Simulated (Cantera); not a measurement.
Input: 1 mol CHF3, 2 mol H2, held at 0.0230 bar.

Cantera equilibrium calculation (NASA polynomials, part measured and part estimated; ideal gas, pure solids and liquids). Candidate condensed phases: C, C6H6, C7H8, C8H18; 95 gas species. Rates play no part.

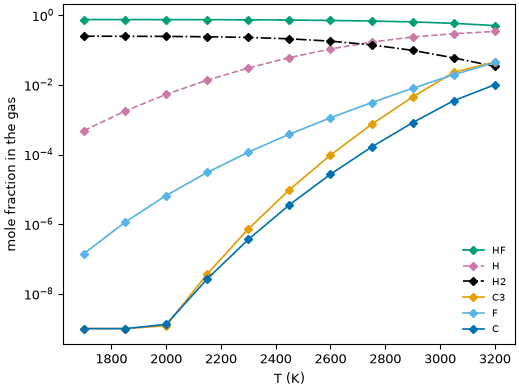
Figure. Equilibrium gas composition (values under 1e-9 drawn at 1e-9)

From 1700 K to 3050 K the condensed part is C(graphite). At 3200 K nothing is condensed. The main C-bearing gas is C2H2 (acetylene) at 1700 K and C3 at 3200 K. The share of C in condensed phases is highest at 1700 K (100.0 %) and lowest at 3200 K (0.0 %).
